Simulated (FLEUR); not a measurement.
# MnF2: which magnetic order is lowest, part 2 of 2

Aim: find out whether MnF2 carries moments, and which collinear order costs least.

FLEUR MaX-R8.1; PBEsol; all-electron FLAPW, Dirac cores, scalar-relativistic bands.

So far. Step 2 (Order 1, typed as ferro ++): After 18 cycles the largest moment stands at 4.66 μB.

## Step 3: Run 2 (antiferro +-)

Another pattern of signs weighs the neighbour shells otherwise.

Contents of inp.xml:

```
<?xml version="1.0" encoding="UTF-8" standalone="no"?>
<fleurInput fleurInputVersion="0.39">
   <comment>
      MnF2
   </comment>
   <calculationSetup>
      <cutoffs Kmax="4.29" Gmax="12.9" GmaxXC="12.9" numbands="0"/>
      <scfLoop itmax="130" minDistance="0.00002" maxIterBroyd="15" imix="Anderson" alpha="0.05" precondParam="0.0" spinf="2.0" sdNocoIR="T"/>
      <coreElectrons ctail="T" frcor="F" kcrel="0" coretail_lmax="0"/>
      <xcFunctional name="PBEs" relativisticCorrections="F"/>
      <magnetism jspins="2"/>
      <soc l_soc="F" theta="0.0" phi="0.0" spav="F"/>
      <expertModes spex="0" secvar="F"/>
      <geometryOptimization l_f="F" forcealpha="1.0" forcemix="BFGS" epsdisp="0.00001" epsforce="0.00001"/>
      <ldaU l_linMix="F" mixParam="0.05" spinf="1.0"/>
   </calculationSetup>
   <cell>
      <bzIntegration valenceElectrons="58.0" mode="hist" fermiSmearingEnergy="0.00183747">
         <kPointListSelection listName="default-1"/>
         <xi:include xmlns:xi="http://www.w3.org/2001/XInclude" href="kpts.xml"> </xi:include>
      </bzIntegration>
      <xi:include xmlns:xi="http://www.w3.org/2001/XInclude" href="sym.xml"> </xi:include>
      <bulkLattice scale="1.0">
         <bravaisMatrix>
            <row-1>    9.2101471860754796     0.0000000000000000     0.0000000000000000</row-1>
            <row-2>    0.0000000000000000     9.2101471860754796     0.0000000000000000</row-2>
            <row-3>    0.0000000000000000     0.0000000000000000     6.2563162807132198</row-3>
         </bravaisMatrix>
      </bulkLattice>
   </cell>
   <atomSpecies>
      <species name="Manganese 4.501" element="Mn" atomicNumber="25">
         <mtSphere radius="2.48" gridPoints="819" logIncrement="0.015"/>
         <atomicCutoffs lmax="10" lnonsphr="8"/>
         <electronConfig flipSpins="F">
            <coreConfig>(1s1/2) (2s1/2) (2p1/2) (2p3/2)</coreConfig>
            <valenceConfig>(3s1/2) (3p1/2) (3p3/2) (4s1/2) (3d3/2) (3d5/2)</valenceConfig>
            <stateOccupation state="(3d3/2)" spinUp="1.7505" spinDown="0.2495"/>
            <stateOccupation state="(3d5/2)" spinUp="3.0" spinDown="0.0"/>
         </electronConfig>
         <energyParameters s="4" p="4" d="3" f="4"/>
         <lo type="SCLO" l="0" n="3" eDeriv="0"/>
         <lo type="SCLO" l="1" n="3" eDeriv="0"/>
      </species>
      <species name="Manganese -4.501" element="Mn" atomicNumber="25">
         <mtSphere radius="2.48" gridPoints="819" logIncrement="0.015"/>
         <atomicCutoffs lmax="10" lnonsphr="8"/>
         <electronConfig flipSpins="F">
            <coreConfig>(1s1/2) (2s1/2) (2p1/2) (2p3/2)</coreConfig>
            <valenceConfig>(3s1/2) (3p1/2) (3p3/2) (4s1/2) (3d3/2) (3d5/2)</valenceConfig>
            <stateOccupation state="(3d3/2)" spinUp="0.2495" spinDown="1.7505"/>
            <stateOccupation state="(3d5/2)" spinUp="0.0" spinDown="3.0"/>
         </electronConfig>
         <energyParameters s="4" p="4" d="3" f="4"/>
         <lo type="SCLO" l="0" n="3" eDeriv="0"/>
         <lo type="SCLO" l="1" n="3" eDeriv="0"/>
      </species>
      <species name="Fluorine (F)" element="F" atomicNumber="9">
         <mtSphere radius="1.4" gridPoints="463" logIncrement="0.023"/>
         <atomicCutoffs lmax="6" lnonsphr="4"/>
         <electronConfig flipSpins="F">
            <coreConfig>(1s1/2)</coreConfig>
            <valenceConfig>(2s1/2) (2p1/2) (2p3/2)</valenceConfig>
            <stateOccupation state="(2p1/2)" spinUp="0.833333" spinDown="0.833333"/>
            <stateOccupation state="(2p3/2)" spinUp="1.666667" spinDown="1.666667"/>
         </electronConfig>
         <energyParameters s="2" p="2" d="3" f="4"/>
      </species>
   </atomSpecies>
   <atomGroups>
      <atomGroup species="Manganese 4.501">
         <relPos label="                   1">.0000000000 .0000000000 .0000000000</relPos>
         <force calculate="T" relaxXYZ="TTT"/>
      </atomGroup>
      <atomGroup species="Manganese -4.501">
         <relPos label="                   2">1.000/2.000 1.000/2.000 1.000/2.000</relPos>
         <force calculate="T" relaxXYZ="TTT"/>
      </atomGroup>
      <atomGroup species="Fluorine (F)">
         <relPos label="                   3">.3053000000 .3053000000 .0000000000</relPos>
         <relPos label="                   5">-.3053000000 -.3053000000 .0000000000</relPos>
         <force calculate="T" relaxXYZ="TTT"/>
      </atomGroup>
      <atomGroup species="Fluorine (F)">
         <relPos label="                   4">.1947000000 -.1947000000 1.000/2.000</relPos>
         <relPos label="                   6">-.1947000000 .1947000000 1.000/2.000</relPos>
         <force calculate="T" relaxXYZ="TTT"/>
      </atomGroup>
   </atomGroups>
   <output dos="F" band="F" slice="F">
      <bandDOS minEnergy="-.5*Htr" maxEnergy="0.5*Htr" sigma="0.015" storeEVData="T"/>
      <plotting iplot="0" polar="F">
         <plot TwoD="T" vec1="  1.0  0.0  0.0" vec2="  0.0  1.0  0.0" vec3="  0.0  0.0  1.0" zero="  0.0  0.0  0.0" file="plot"/>
      </plotting>
      <moessbauerParams electricFieldGradient="F" isomerShift="F" coreHyperfine="F" valenceHyperfine="F"/>
   </output>
</fleurInput>
```

Contents of crystal.txt:

```
MnF2
&input film=F cartesian=F /
4.87380000000  0.00000000000  0.00000000000
0.00000000000  4.87380000000  0.00000000000
0.00000000000  0.00000000000  3.31070000000
1.8897261246
1.0 1.0 1.0

6
25 0.00000000000  0.00000000000  0.00000000000 : 4.501
25 0.50000000000  0.50000000000  0.50000000000 : -4.501
9 0.30530000000  0.30530000000  0.00000000000
9 0.19470000000  0.80530000000  0.50000000000
9 0.69470000000  0.69470000000  0.00000000000
9 0.80530000000  0.19470000000  0.50000000000

&kpt div1=6 div2=6 div3=6 gamma=T /
```

Launch:

```console
$ OMP_NUM_THREADS=1 inpgen -f crystal.txt > inpgen.log  # inp.xml is then edited as shown
$ OMP_NUM_THREADS=1 mpirun -n 4 fleur_MPI > fleur.log
```

The program printed:

```text
[banner, memory and clock lines left out]
Welcome to FLEUR        (www.flapw.de)
      MaX-Release 8.1          (www.max-centre.eu)

 ========== k-point set info ==========
 Selected k-point list: default-1
 k-point list type: mesh
 6 x 6 x 6
 Number of k points: 52

 ------------Calculation Setup---------------------------
 Number of PE/node        :            4
 Number of OMP-threads    :            1
 k-points in parallel     :            4
 pe's per k-point         :            1
 No of k-point loops      :           13
 Eigenvalue solver        :       lapack
 Number of basis functions:          761
 Approximate size of matrices (H+S) per k-point:         0.009 GB
 Iteration:     1   Distance:      13.26842969 me/bohr^3
 Iteration:     2   Distance:      11.72519357 me/bohr^3
 Iteration:     3   Distance:       6.79510693 me/bohr^3
 Iteration:     4   Distance:       3.92268758 me/bohr^3
 Iteration:     5   Distance:       2.35293969 me/bohr^3
 Iteration:     6   Distance:       0.58408706 me/bohr^3
 Iteration:     7   Distance:       0.35876150 me/bohr^3
 Iteration:     8   Distance:       0.08773027 me/bohr^3
 Iteration:     9   Distance:       0.03618750 me/bohr^3
 Iteration:    10   Distance:       0.00942017 me/bohr^3
 Iteration:    11   Distance:       0.01043809 me/bohr^3
 Iteration:    12   Distance:       0.00225198 me/bohr^3
 Iteration:    13   Distance:       0.00129925 me/bohr^3
 Iteration:    14   Distance:       0.00119339 me/bohr^3
 Iteration:    15   Distance:       0.00027262 me/bohr^3
 Iteration:    16   Distance:       0.00023352 me/bohr^3
 Iteration:    17   Distance:       0.00011756 me/bohr^3
 Iteration:    18   Distance:       0.00002974 me/bohr^3
 Iteration:    19   Distance:       0.00001595 me/bohr^3

 ********************************************************************
 Run finished successfully
 Stop message:
   all done
 ********************************************************************

--- out.xml (last complete iteration) ---
<iteration numberForCurrentRun="   19" overallNumber="   19">
         [... left out ...]
         <bandgap value="2.1034770350" units="eV"/>
         <sumValenceSingleParticleEnergies value="-36.4085038178" units="Htr"/>
         <FermiEnergy value="0.1364152388" units="Htr"/>
         <valenceDensity>
            <mtCharges spin="1">
               <mtCharge atomType="1" total="9.1612429" s="1.1176792" p="3.1433399" d="4.8376963" f="0.0407221"/>
               <mtCharge atomType="2" total="4.5624745" s="1.0964361" p="3.1260419" d="0.2771846" f="0.0406159"/>
               <mtCharge atomType="3" total="2.8045260" s="0.8046890" p="1.9983896" d="0.0012494" f="0.0001610"/>
               <mtCharge atomType="4" total="2.8312023" s="0.8072337" p="2.0218208" d="0.0018552" f="0.0002421"/>
            </mtCharges>
            <mtCharges spin="2">
               <mtCharge atomType="1" total="4.5624592" s="1.0964287" p="3.1260345" d="0.2771823" f="0.0406167"/>
               <mtCharge atomType="2" total="9.1612387" s="1.1176752" p="3.1433362" d="4.8377000" f="0.0407217"/>
               <mtCharge atomType="3" total="2.8312241" s="0.8072348" p="2.0218416" d="0.0018552" f="0.0002421"/>
               <mtCharge atomType="4" total="2.8045578" s="0.8046905" p="1.9984200" d="0.0012493" f="0.0001610"/>
            </mtCharges>
            <spinDependentCharge spin="1" total="29.0000000" interstitial="4.0048260" mtSpheres="24.9951740"/>
            <spinDependentCharge spin="2" total="29.0000000" interstitial="4.0047383" mtSpheres="24.9952617"/>
            <totalCharge value="58.0000000000"/>
         </valenceDensity>
         [... left out ...]
         <magneticMomentsInMTSpheres units="muBohr">
            <globalMagMoment atomType="1" vec="0.00000   0.00000   4.59878"/>
            <localMagMoment atomType="1" vec="0.00000   0.00000   4.59878"/>
            <globalMagMoment atomType="2" vec="0.00000   0.00000  -4.59876"/>
            <localMagMoment atomType="2" vec="0.00000   0.00000  -4.59876"/>
            <globalMagMoment atomType="3" vec="0.00000   0.00000  -0.02670"/>
            <localMagMoment atomType="3" vec="0.00000   0.00000  -0.02670"/>
            <globalMagMoment atomType="4" vec="0.00000   0.00000   0.02664"/>
            <localMagMoment atomType="4" vec="0.00000   0.00000   0.02664"/>
         </magneticMomentsInMTSpheres>
         [... left out ...]
         <totalEnergy value="    -2713.5873032872" units="Htr">
            <sumOfEigenvalues value="    -1549.7430298872">
               <coreElectrons value="-1513.3345260694"/>
               <valenceElectrons value="-36.4085038178"/>
            </sumOfEigenvalues>
            <densityCoulombPotentialIntegral value="-4104.2402631198"/>
            <densityEffectivePotentialIntegral value="-4291.0003986913"/>
            <chargeDenXCDenIntegral value="-142.8831856574"/>
            <FockExchangeEnergyValence value="0.0000000000"/>
            <FockExchangeEnergyCore value="0.0000000000"/>
         [... left out ...]
            <tkbTimesEntropy value="0.0000000000"/>
            <freeEnergy value="-2713.5873032872"/>
            <extrapolationTo0K value="-2713.5873032872"/>
         </totalEnergy>
         <densityConvergence units="me/bohr^3">
            <chargeDensity spin="1" distance="0.0000111729"/>
            <chargeDensity spin="2" distance="0.0000093351"/>
            <overallChargeDensity distance="0.0000130185"/>
            <spinDensity distance="0.0000159523"/>
         </densityConvergence>
      </iteration>
```

Run time: 95 s. Hardware: 4 MPI ranks of Intel Xeon Platinum 8488C (Sapphire Rapids), shared host; peak memory 0.45 GiB; 6.3 min of CPU time.

Spin moment in the muffin-tin sphere by atom:

```csv
atom,spin moment in the muffin-tin sphere (μB)
Mn1,4.60
Mn2,-4.60
F3,-0.03
F4,0.03
F5,-0.03
F6,0.03
```

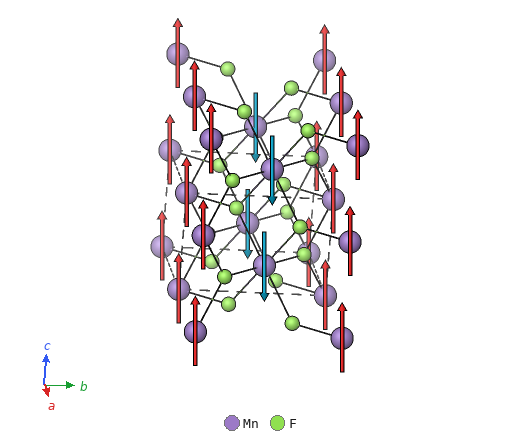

Spin moment in the muffin-tin sphere as arrows, the longest 4.60 μB. Up and down stand for the sign. Arrows give size and sign along the axis of quantisation, drawn up and down the page. The two directions have two colours. 2×1×2 cells are drawn. Some periodic images of atoms are drawn too.

Numbers from this step:

| Item | Value |
| --- | --- |
| free energy | -73840.4722 eV |
| program's band gap on this mesh (in a metal only a level spacing) | 2.103 eV |
| magnetization | 0 μB |
| final state | antiferromagnetic |

It lies 59.2 meV a seeded atom under the first start, and its largest moment is 4.60 μB against 4.66 μB.

## Step 4: Start 3: no spin polarisation

A spinless run gives the zero against which the gain from the moments is read.

inp.xml: that of step 3 with these lines changed.

```diff
@@ -10,3 +10,3 @@
       <xcFunctional name="PBEs" relativisticCorrections="F"/>
-      <magnetism jspins="2"/>
+      <magnetism jspins="1"/>
       <soc l_soc="F" theta="0.0" phi="0.0" spav="F"/>
@@ -31,3 +31,3 @@
    <atomSpecies>
-      <species name="Manganese 4.501" element="Mn" atomicNumber="25">
+      <species name="Manganese (Mn)" element="Mn" atomicNumber="25">
          <mtSphere radius="2.48" gridPoints="819" logIncrement="0.015"/>
@@ -37,17 +37,4 @@
             <valenceConfig>(3s1/2) (3p1/2) (3p3/2) (4s1/2) (3d3/2) (3d5/2)</valenceConfig>
-            <stateOccupation state="(3d3/2)" spinUp="1.7505" spinDown="0.2495"/>
-            <stateOccupation state="(3d5/2)" spinUp="3.0" spinDown="0.0"/>
-         </electronConfig>
-         <energyParameters s="4" p="4" d="3" f="4"/>
-         <lo type="SCLO" l="0" n="3" eDeriv="0"/>
-         <lo type="SCLO" l="1" n="3" eDeriv="0"/>
-      </species>
-      <species name="Manganese -4.501" element="Mn" atomicNumber="25">
-         <mtSphere radius="2.48" gridPoints="819" logIncrement="0.015"/>
-         <atomicCutoffs lmax="10" lnonsphr="8"/>
-         <electronConfig flipSpins="F">
-            <coreConfig>(1s1/2) (2s1/2) (2p1/2) (2p3/2)</coreConfig>
-            <valenceConfig>(3s1/2) (3p1/2) (3p3/2) (4s1/2) (3d3/2) (3d5/2)</valenceConfig>
-            <stateOccupation state="(3d3/2)" spinUp="0.2495" spinDown="1.7505"/>
-            <stateOccupation state="(3d5/2)" spinUp="0.0" spinDown="3.0"/>
+            <stateOccupation state="(3d3/2)" spinUp="1.000000" spinDown="1.000000"/>
+            <stateOccupation state="(3d5/2)" spinUp="1.500000" spinDown="1.500000"/>
          </electronConfig>
@@ -70,7 +57,4 @@
    <atomGroups>
-      <atomGroup species="Manganese 4.501">
+      <atomGroup species="Manganese (Mn)">
          <relPos label="                   1">.0000000000 .0000000000 .0000000000</relPos>
-         <force calculate="T" relaxXYZ="TTT"/>
-      </atomGroup>
-      <atomGroup species="Manganese -4.501">
          <relPos label="                   2">1.000/2.000 1.000/2.000 1.000/2.000</relPos>
@@ -80,7 +64,4 @@
          <relPos label="                   3">.3053000000 .3053000000 .0000000000</relPos>
+         <relPos label="                   4">.1947000000 -.1947000000 1.000/2.000</relPos>
          <relPos label="                   5">-.3053000000 -.3053000000 .0000000000</relPos>
-         <force calculate="T" relaxXYZ="TTT"/>
-      </atomGroup>
-      <atomGroup species="Fluorine (F)">
-         <relPos label="                   4">.1947000000 -.1947000000 1.000/2.000</relPos>
          <relPos label="                   6">-.1947000000 .1947000000 1.000/2.000</relPos>
```

crystal.txt: that of step 3 with these lines changed.

```diff
@@ -9,4 +9,4 @@
 6
-25 0.00000000000  0.00000000000  0.00000000000 : 4.501
-25 0.50000000000  0.50000000000  0.50000000000 : -4.501
+25 0.00000000000  0.00000000000  0.00000000000
+25 0.50000000000  0.50000000000  0.50000000000
 9 0.30530000000  0.30530000000  0.00000000000
```

The program printed:

```text
[banner, memory and clock lines left out]
Welcome to FLEUR        (www.flapw.de)
      MaX-Release 8.1          (www.max-centre.eu)

 ========== k-point set info ==========
 Selected k-point list: default-1
 k-point list type: mesh
 6 x 6 x 6
 Number of k points: 40

 [... set-up left out ...]
 Iteration:     1   Distance:      32.37283523 me/bohr^3
 Iteration:     2   Distance:      30.32361388 me/bohr^3
 Iteration:     3   Distance:      14.81011839 me/bohr^3
 Iteration:     4   Distance:       6.77098368 me/bohr^3
 Iteration:     5   Distance:       4.35336067 me/bohr^3
[...]
<FermiEnergy value="0.1533368710" units="Htr"/>
         [... left out ...]
         <totalEnergy value="    -2713.3593995744" units="Htr">
            <sumOfEigenvalues value="    -1551.1072763850">
               <coreElectrons value="-1514.2807053555"/>
               <valenceElectrons value="-36.8265710295"/>
            </sumOfEigenvalues>
         [... left out ...]
            <freeEnergy value="-2713.3646906643"/>
            <extrapolationTo0K value="-2713.3620451194"/>
         </totalEnergy>
         <densityConvergence units="me/bohr^3">
            <chargeDensity spin="1" distance="0.0000185883"/>
         </densityConvergence>
      </iteration>
```

Elapsed: 41 s, on 4 MPI ranks; peak memory 0.32 GiB.

Numbers from this step:

| Quantity | Value |
| --- | --- |
| free energy | -73834.4146 eV |
| program's band gap on this mesh (in a metal only a level spacing) | 0 eV |
| final state | non-magnetic (no spin polarisation) |

It lies 2970 meV a seeded atom over the first start.

## Step 5: Ranking

Free energies are divided by the number of seeded atoms.

Orders:

```csv
start,final state,typed order kept,energy over the lowest (meV a seeded atom),largest sphere moment (μB),net moment (μB a primitive cell),mesh matched,CPU time (s)
ferro ++,ferromagnetic,yes,59.16,4.658,10,yes,264.4
antiferro +-,antiferromagnetic,yes,0,4.599,0,yes,380.6
no spin polarisation,non-magnetic,-,3029,0,0,yes,164.5
```

## Step 6: Outcome

| Item | Value |
| --- | --- |
| lowest state found | antiferromagnetic (typed antiferro +-) |
| largest site spin moment | 4.60 μB |
| next finished state | ferromagnetic, 59.2 meV a seeded atom higher |
| energy gained by spin polarisation | 3029 meV a seeded atom |

**Reading.** The lowest state found is antiferromagnetic, reached from the start antiferro +-, with moments up to 4.60 μB. The next finished state costs 59 meV a seeded atom. Forming the largest moments gains far more than ordering them, so they should outlast the ordering temperature. Only 3 starts were tried; other patterns of signs, canted and longer-period orders were not.

[Logs and program files are shortened in this print: banners, set-up blocks, solver, clock and traceback lines can be left out without a mark of their own.]

[Logs are printed without paths, hosts, clocks, repeated set-up lines and the standing remarks that a program may print on its own settings, such as how far it seeks lower states.]

[Hosts, paths, dates, database ids (printed as entryN), source tags and the programs' standing remarks are cut or masked in the printed files.]

[Where a cell is said to come from a database of computed structures, the database is the Materials Project.]
